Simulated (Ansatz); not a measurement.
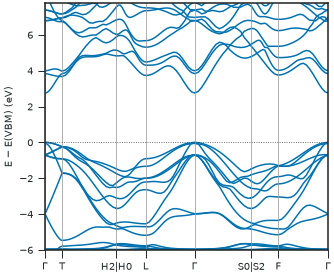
Band structure from plane-wave PAW r²SCAN (Ansatz code)

**Question.** Read off the gap and where the band edges lie.

**Answer.** About 2.8 eV (2.75 eV by a search for the band edges); maximum at Γ, minimum at Γ.

The material is ZnS in space group R3m (No. 160; Pearson symbol hR6).

The first step of the workflow began from a Materials Project structure, measured or hypothetical; the Crystallography Open Database files this formula in space group No. 160, but the cells were not matched. It is not the phase usual at ambient conditions (space group No. 186, 216). The cell was relaxed with r²SCAN under the symmetry of its start; its stability against distortions is not shown here.

Potentials: the later of the program's two PAW sets.
